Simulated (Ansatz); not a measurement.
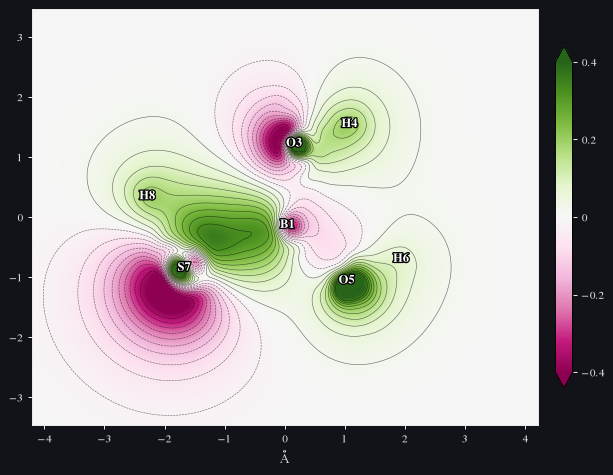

The picture shows: BH3O2S···HF. The HOMO−1 on the plane of atoms B1, O3 and H4 (values in Å⁻³ᐟ²; the overall sign is arbitrary).

Computed with RKS B3LYP-D4/6-31G* (Ansatz).

```xyz
9

B    -0.0199    0.5514   -0.1989
F    -0.2085   -0.4446    2.4321
O     1.2132    0.0344   -0.4600
H     1.2016   -0.8490   -0.8564
O    -1.2323    0.0282   -0.5274
H    -1.2039   -0.8665   -0.8941
S    -0.0972    2.1881    0.6685
H     1.2385    2.3326    0.7852
H    -0.3021    0.4843    2.2815
```

Where does this orbital lie, and at what energy?

By Hirshfeld shares it lies mainly on S7 (about 40 %), O3 (about 25 %), O5 (about 20 %) and B1 (about 10 %); largely a combination of lone pairs on S7, O3 and O5. Its energy is −9.19 eV.
